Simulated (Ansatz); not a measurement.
**F4H2O2W: density, localisation and related maps**

Input file:

```
crystal:
  periodic: [false, false, false]
  atoms:
    - {symbol: O, position_ang: [-0.840661, -1.459543, 0.089669]}
    - {symbol: W, position_ang: [-0.039114, 0.179597, -0.157302]}
    - {symbol: O, position_ang: [1.167394, -0.029752, 1.217212]}
    - {symbol: F, position_ang: [-1.193469, 0.535029, -1.573404]}
    - {symbol: F, position_ang: [0.667007, 1.860877, -0.529891]}
    - {symbol: F, position_ang: [-1.263501, 1.022187, 0.955627]}
    - {symbol: F, position_ang: [1.153167, -0.514671, -1.399941]}
    - {symbol: H, position_ang: [-1.537458, -2.013474, -0.264442]}
    - {symbol: H, position_ang: [1.886644, 0.419760, 1.662482]}
basis:
  gaussian: {orbitals: def2-TZVPP}
hamiltonian: {xc: pbe0, dispersion: d4}
output: {orbitals: {seedname: orbitals}}
```

Command:

```sh
ansatz run in.yaml --threads 4 --pin off --events-out ev --progress --plain --max-ram 11315MiB
```

Geometry: PBE0-D4/def2-TZVP; core potentials replace the inner electrons of W.

Method: RKS PBE0-D4/def2-TZVPP (Ansatz).

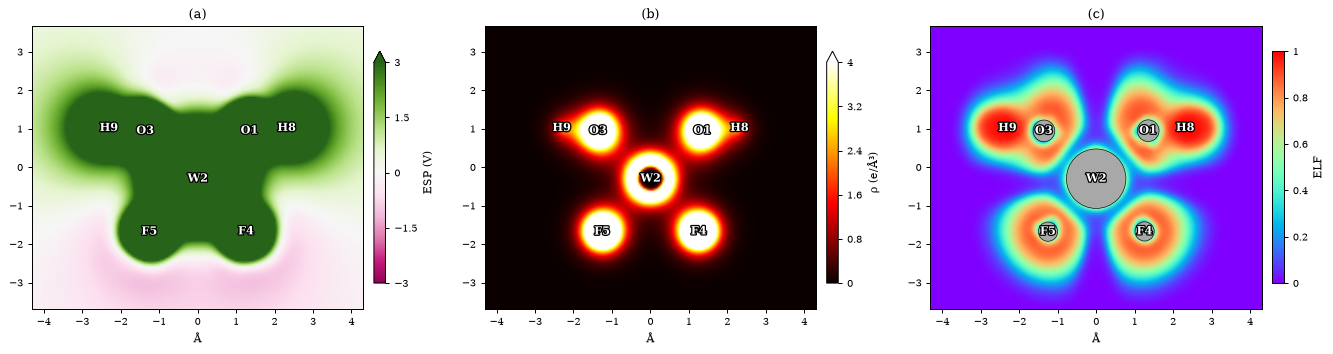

Figure 1. (a) electrostatic potential; (b) electron density; (c) ELF on the plane of atoms O3, W2 and F5. Grey discs cover the atomic cores in the ELF map.

Q: What does the map show?

A: The plane passes through O, W, F and H nuclei. W–O (1.84 Å): the density is about 1.2 e/Å³ at the midpoint; the ELF peaks at about 0.80 in the valence shell of O, 0.5 Å from its nucleus, and drops to about 0.25 between the two atoms. W–F (1.86 Å): ρ at the midpoint is about 1.1 e/Å³; the ELF peaks at about 0.80 in the valence shell of F, 0.5 Å from its nucleus, and drops to about 0.25 between the two atoms. O–H (0.96 Å): the density is about 3.8 e/Å³ at the midpoint; the ELF climbs to about 1 towards the hydrogen, as it does in any bond to H (a covalent bond by its length). Outside the dense part of the molecule the potential is most negative (−1.1 V) near F4 and F5.

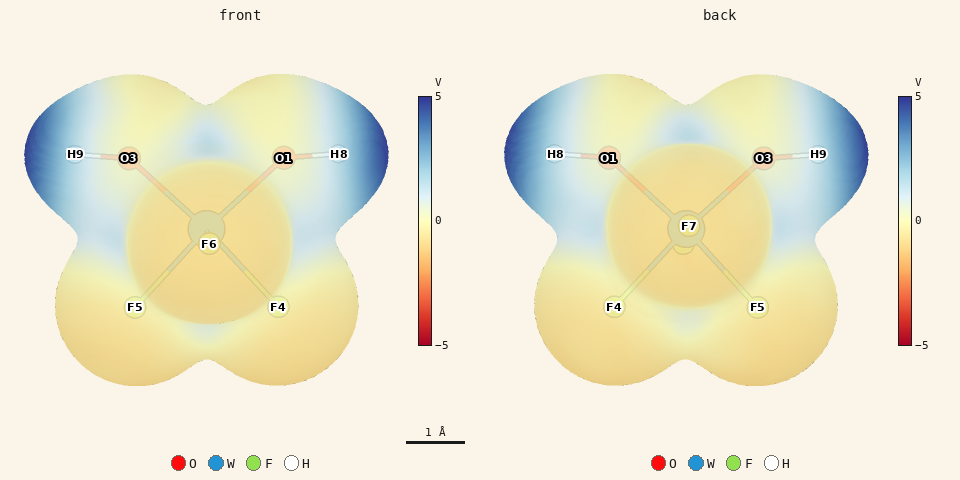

Figure 2. The molecular electrostatic potential painted on the density surface at 0.004 e/bohr³, seen from the front and from behind; red is negative and blue positive.

Q: Describe the electrostatic potential map.

A: The most negative region (about −1.0 V, or −23 kcal/mol for a unit charge) lies over F4 and F5, the most positive (about +4.7 V, or +108 kcal/mol for a unit charge) over H8 and H9.

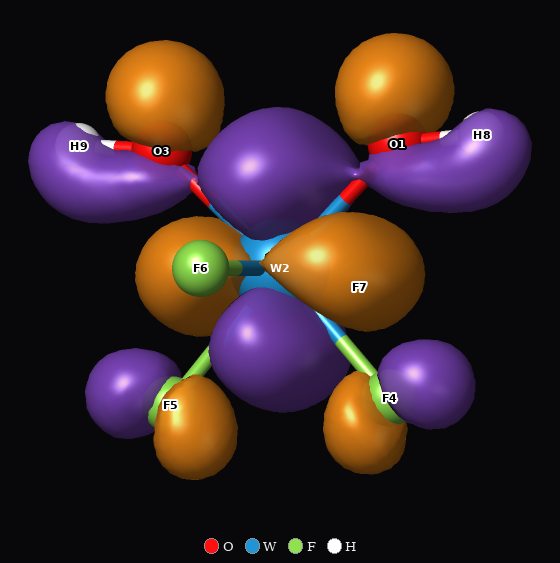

Figure 3. The LUMO at ±0.1 Å⁻³ᐟ² (orange and purple are the two phases), seen at a tilt.

Q: Describe this orbital and give its energy.

A: Its weight (Hirshfeld) is mainly on W2 (about 60 %), O1 (about 10 %), O3 (about 10 %), F4 (about 5 %) and F5 (about 5 %). Its energy is −3.34 eV.
